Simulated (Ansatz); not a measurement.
## GeH₅ClO: a changed input and its effect

System: GeH₅ClO.
Method of run 1: direct RPA on PBE orbitals, frozen core/def2-TZVPP (Ansatz 0.2.0).

The geometry comes from this level: PBE0-D4/def2-TZVP. Text and figures count atoms from 1; the logs count them from 0 in places.

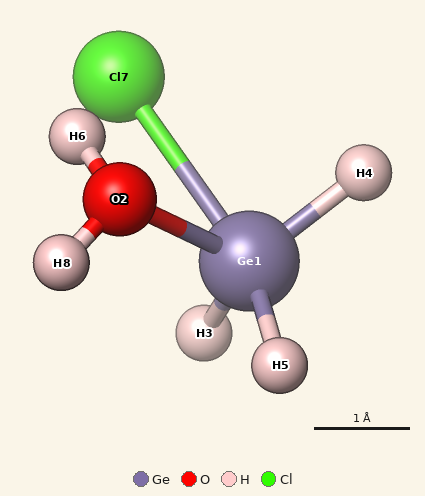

Fig. 1: The structure as given in the input (ball-and-stick view, seen at a tilt; atoms are numbered from 1 in the order of the input). Sticks mark near contacts.

Input file, run 1:
```yaml
crystal:
  periodic: [false, false, false]
  atoms:
    - {symbol: Ge, position_ang: [-0.380025, -0.734980, 0.141707]}
    - {symbol: O, position_ang: [0.484704, 1.062843, 0.500254]}
    - {symbol: H, position_ang: [-1.475035, -0.841165, -0.919465]}
    - {symbol: H, position_ang: [0.599527, -1.877624, 0.376600]}
    - {symbol: H, position_ang: [-1.129195, -0.484776, 1.487201]}
    - {symbol: H, position_ang: [0.917443, 1.145388, -0.413481]}
    - {symbol: Cl, position_ang: [1.104335, -0.060137, -1.856300]}
    - {symbol: H, position_ang: [-0.121654, 1.790451, 0.683484]}
basis:
  gaussian: {orbitals: def2-TZVPP}
hamiltonian: {xc: pbe}
correlation: {method: rpa}
```

Command:
```bash
ansatz run in.yaml --threads 4 --pin off --events-out ev --progress --plain --max-ram 9574MiB
```

Hardware: 4 threads of Arm Neoverse V1, 23 GiB of memory available, shared host.

Output (run 1):
```
Functional definition: PBE
  parameter kappa = 0.804
  parameter beta = 0.06672455060314922
  exchange = pbe_x(kappa = kappa, mu = beta*pi^2/3)
  correlation = pbe_c(beta = beta)
1151 factors; integrals over basis functions are off by at most 7.3e-4 eV
mean field evaluation 1: about -71149.4998 eV, gradient 6.0e1 eV
mean field evaluation 2: about -71149.4999 eV, gradient 6.0e1 eV
mean field evaluation 4: about -71153.9120 eV, gradient 1.9e1 eV
mean field evaluation 8: about -71154.7452 eV, gradient 6.3e-1 eV
mean field evaluation 16: about -71154.7453 eV, gradient 1.0e-4 eV
mean field -71154.74526403 eV, -2614.8886580344 hartree, gradient 2.4e-6 eV, S^2 0.000000; 0 other end points of the search recorded, 0 dependent functions left out
15 core orbitals not correlated: weight in the atoms' cores, before any rotation towards them, 1.000 or more for the frozen orbitals, at most 0.000 for the correlated occupied ones
reference -71092.90557138 eV, -2612.6160912462 hartree; 16, 16 occupied and 160, 160 virtual orbitals, 1151 factors
Total energy: -71124.94272998 eV, -2613.7934351089 hartree
```

The input of run 2 differs as follows (lines with − go, lines with + come):
```diff
-    - {symbol: Ge, position_ang: [-0.380025, -0.734980, 0.141707]}
-    - {symbol: O, position_ang: [0.484704, 1.062843, 0.500254]}
-    - {symbol: H, position_ang: [-1.475035, -0.841165, -0.919465]}
-    - {symbol: H, position_ang: [0.599527, -1.877624, 0.376600]}
-    - {symbol: H, position_ang: [-1.129195, -0.484776, 1.487201]}
-    - {symbol: H, position_ang: [0.917443, 1.145388, -0.413481]}
-    - {symbol: Cl, position_ang: [1.104335, -0.060137, -1.856300]}
-    - {symbol: H, position_ang: [-0.121654, 1.790451, 0.683484]}
+    - {symbol: Ge, position_ang: [-0.604064, -1.110803, -0.270606]}
+    - {symbol: O, position_ang: [1.009358, 1.438757, 0.948095]}
+    - {symbol: H, position_ang: [-1.304922, -2.304574, -0.932655]}
+    - {symbol: H, position_ang: [0.560553, -1.548675, 0.614338]}
+    - {symbol: H, position_ang: [-1.602709, -0.198612, 0.441248]}
+    - {symbol: H, position_ang: [1.160692, 1.436326, -0.002767]}
+    - {symbol: Cl, position_ang: [0.234837, 0.026916, -1.922097]}
+    - {symbol: H, position_ang: [0.546355, 2.260664, 1.124443]}
```

Predict how the results change.

With the same method and basis, run 2 lies 27.1 kcal/mol lower.

Output (run 2):
```
Functional definition: PBE
  parameter kappa = 0.804
  parameter beta = 0.06672455060314922
  exchange = pbe_x(kappa = kappa, mu = beta*pi^2/3)
  correlation = pbe_c(beta = beta)
1156 factors; integrals over basis functions are off by at most 8.1e-4 eV
mean field evaluation 1: about -71149.3872 eV, gradient 6.5e1 eV
mean field evaluation 2: about -71149.3828 eV, gradient 6.5e1 eV
mean field evaluation 4: about -71154.1787 eV, gradient 2.4e1 eV
mean field evaluation 8: about -71155.6829 eV, gradient 3.5e-1 eV
mean field evaluation 16: about -71155.6822 eV, gradient 1.6e-4 eV
mean field -71155.68222801 eV, -2614.9230908258 hartree, gradient 1.6e-6 eV, S^2 0.000000; 0 other end points of the search recorded, 0 dependent functions left out
15 core orbitals not correlated: weight in the atoms' cores, before any rotation towards them, 1.000 or more for the frozen orbitals, at most 0.000 for the correlated occupied ones
reference -71094.53501208 eV, -2612.6759720874 hartree; 16, 16 occupied and 160, 160 virtual orbitals, 1156 factors
Total energy: -71126.11722950 eV, -2613.8365971703 hartree
```

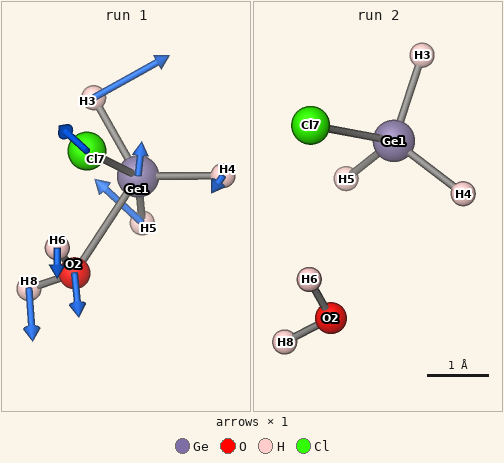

Fig. 2: The two input geometries at one scale (ball-and-stick view, seen at a tilt). The blue arrows on the first give the shifts of the atoms after the best rigid fit, at true length. The atom that moves furthest after the best rigid fit is H3 (1.45 Å). Largest moves by element: H 1.45 Å, Cl 0.98 Å, O 0.80 Å, Ge 0.59 Å. Among the contacts that change: Ge1–O2 2.027 → 3.254 Å, Ge1–Cl7 2.579 → 2.174 Å, O2–H6 1.014 → 0.963 Å, Ge1–H5 1.560 → 1.528 Å.

The two runs side by side:

| quantity | run 1 | run 2 |
| --- | --- | --- |
| outcome | converged | converged |
| total energy (hartree) | −2613.793435 | −2613.836597 |
| wall time (shared host) | 2.9 s | 2.9 s |
